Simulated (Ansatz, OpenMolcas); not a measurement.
GeCl2 (germanium dichloride): the vertical ionisation energy, rung by rung

The species is GeCl2 (3 atoms), meant as a singlet with charge 0. SMILES: `Cl[Ge]Cl`. The coordinates come from a PBE0-D4/def2-TZVP relaxation.

```xyz
3

Cl   -0.0654   -1.6817    0.4227
Ge   -0.4212    0.0672   -0.8320
Cl    0.4866    1.6145    0.4093
```

Each level gives the vertical ionisation energy (to the doublet cation) (eV). The values are calculated.

| level | kind | program | value (eV) | less CCSD(T)/aug-cc-pVDZ | CPU time (all runs) |
| --- | --- | --- | --- | --- | --- |
| BLYP/aug-cc-pVDZ | GGA | Ansatz | 10.05 | -0.18 | 39 s |
| M06-L/aug-cc-pVDZ | meta-GGA | OpenMolcas | 10.31 | +0.08 | 1.8 min |
| PBE0/aug-cc-pVDZ | global hybrid | Ansatz | 10.36 | +0.13 | 26 s |
| wB97X/aug-cc-pVDZ | range-separated hybrid | Ansatz | 10.58 | +0.35 | 94 s |
| PBE-QIDH/aug-cc-pVDZ | double hybrid | Ansatz | 10.45 | +0.22 | 32 s |
| RPA@PBE0/aug-cc-pVDZ | RPA | Ansatz | 10.27 | +0.04 | 38 s |
| MP2/aug-cc-pVDZ | perturbation theory | Ansatz | 10.30 | +0.07 | 12 s |
| BCCD(T)/aug-cc-pVDZ | coupled cluster or CI | Ansatz | 10.23 | 0.00 | 48 s |
| CCSD(T)/aug-cc-pVDZ | coupled cluster or CI | Ansatz | 10.23 | 0.00 | 42 s |

Differences are taken from CCSD(T)/aug-cc-pVDZ for orientation; it has basis-set and higher-order errors of its own. All-electron rows without a relativistic Hamiltonian named are non-relativistic. The values span 10.05 to 10.58 eV. In the correlated wave-function rows the outer d shell of Ge is correlated, in sets not made for it. Times are those of the runs behind each value, whatever else they computed, on shared processors of several kinds: orders of magnitude only.

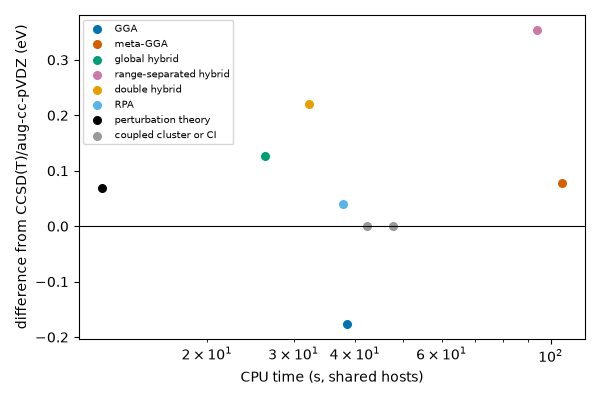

Difference from CCSD(T)/aug-cc-pVDZ against processor time, one point a level.
